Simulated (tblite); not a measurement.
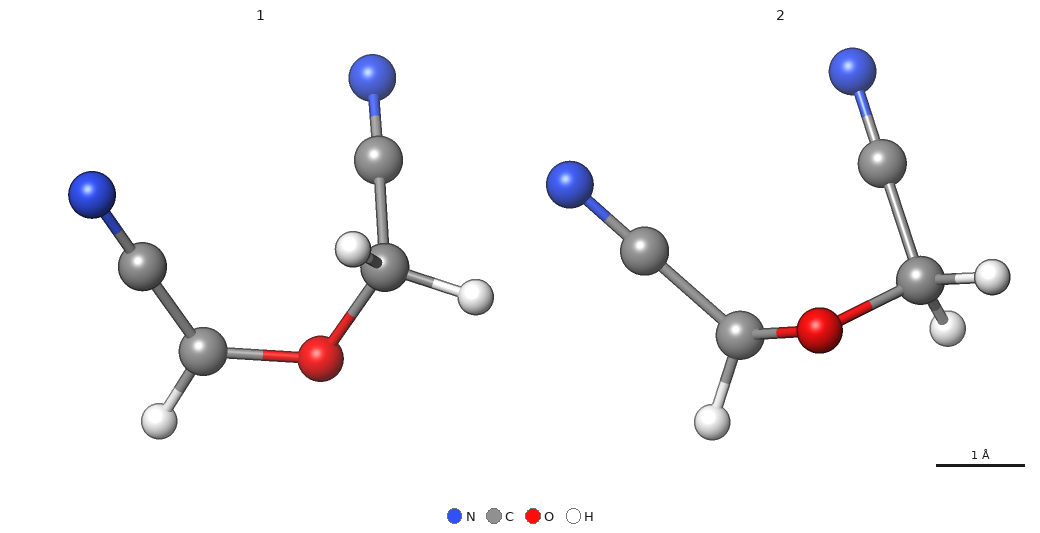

Two geometries of C$_{4}$H$_{3}$N$_{2}$O (multiplicity 2), drawn at one scale. One is the start of a relaxation, the other its converged end. A ball-and-stick model, seen face on.

Computed with tblite, GFN2-xTB geometry optimisation, gas phase. 

Which of the two is the end point?

Structure 1 is the relaxed one. Over 90 geometry steps the energy falls by 101.3 kJ/mol. An H atom moves most after the best rigid fit: 1.43 Å. Largest moves by element: H 1.43 Å, O 1.23 Å, N 1.05 Å, C 0.52 Å. Near-neighbour distances that change, for instance: C–C 1.462 → 1.367 Å, C–H 1.133 → 1.095 Å, C–C 1.482 → 1.454 Å, C–O 1.393 → 1.415 Å. Among the angles between lasting bonds that change: C–C–O 115.0° → 125.0°, C–O–C 107.3° → 117.0°, C–C–H 113.8° → 121.6°. Groups turn about C–O by about 135°.
